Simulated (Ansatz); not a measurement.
**CaAgI$_{3}$: density, localisation and related maps**

The calculation's input:

```
crystal:
  lattice:
    - [5.7085394419, 0.0, 0.0]
    - [0.0, 5.7085394419, 0.0]
    - [0.0, 0.0, 5.7085394419]
  atoms:
    - { symbol: Ca, position: [0.0, 0.0, 0.0] }
    - { symbol: Ag, position: [0.5, 0.5, 0.5] }
    - { symbol: I, position: [0.0, 0.5, 0.5] }
    - { symbol: I, position: [0.5, 0.0, 0.5] }
    - { symbol: I, position: [0.5, 0.5, 0.0] }
kpoints:
  mp_grid: { grid: [6, 6, 6] }
  band_path:
    path: [[0.0, 0.0, 0.0], [0.0, 0.5, 0.0], [0.5, 0.5, 0.0], [0.5, 0.5, 0.5]]
    npoints: 1
hamiltonian:
  xc: r2scan
  dispersion: rvv10
scf:
  occupations: { method: fermi_dirac, width: 0.03 }
  n_extra_bands: 5
output:
  forces: true
  stress: true
  eigenvalues: true
  write_density: true
  write_potential: true
  elf: true
  volumetric_format: npy
```

Run with:

```sh
ansatz run input.yaml --threads 2 --pin off --max-ram 29491MiB --backend cpu --events-out ev --progress --plain --runs-dir out
```

Below, planes, directions and counts refer to the conventional cell (a = 5.71 Å, b = 5.71 Å, c = 5.71 Å, α = 90.00°, β = 90.00°, γ = 90.00°).

Space group Pm-3m; a structure from a database of computed crystals, not necessarily the ambient phase; started from the KZnF3-221 prototype, which need not be the ambient phase.

Method: DFT, r2SCAN+rVV10, plane waves, PAW (Ansatz).

The density is the valence pseudo-density of a PAW calculation; it isn't the true density close to the nuclei.

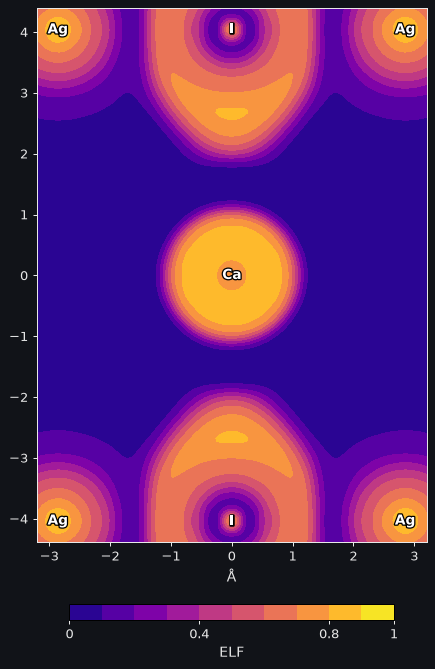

Figure 1. ELF on the (011̄) plane of the conventional cell.

**What does the map show?**

The plane passes through Ca, Ag and I nuclei. Ag–I (2.85 Å): the ELF is about 0.30 at the midpoint and 0.15 at its lowest between the atoms. Ca–I (4.04 Å): the ELF peaks at about 0.80 in the valence shell of I, 1.4 Å from its nucleus, and drops to about 0 between the two atoms (a largely ionic contact). The features right at Ca and Ag lie inside the PAW spheres, where the map follows smoothed inner orbitals and isn't to be read closely.

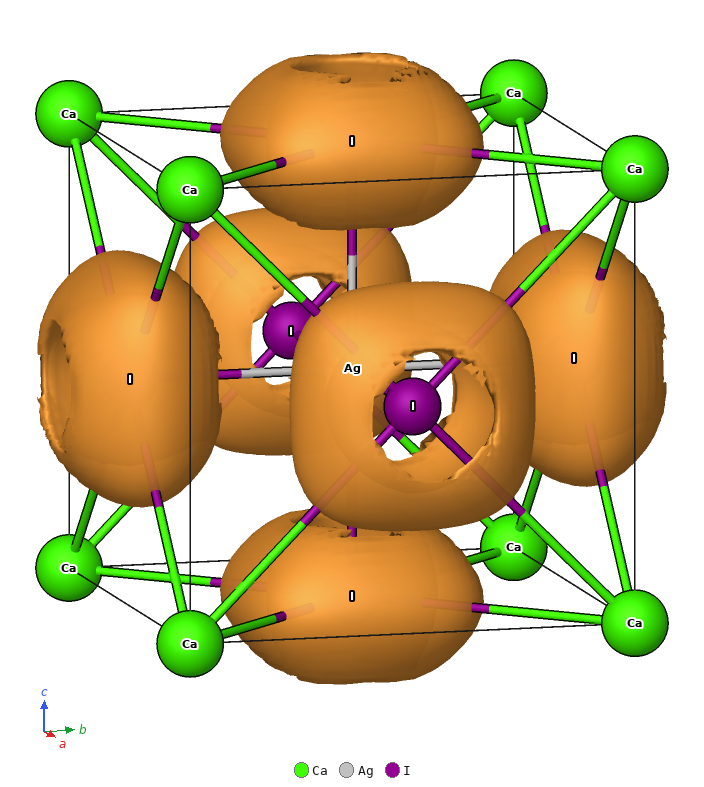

Figure 2. Isosurface of the ELF at 0.7 (orange), seen slightly off an axis. Only the valence region is drawn (cores and ρ < 0.01 e/Å³ removed). Sticks mark near contacts.

**Describe the localisation domains.**

At this value the surface marks out three regions wrapped around I (the valence shell of each), counted in one cell of 5 atoms. Any copies at cell faces, edges or corners count once.
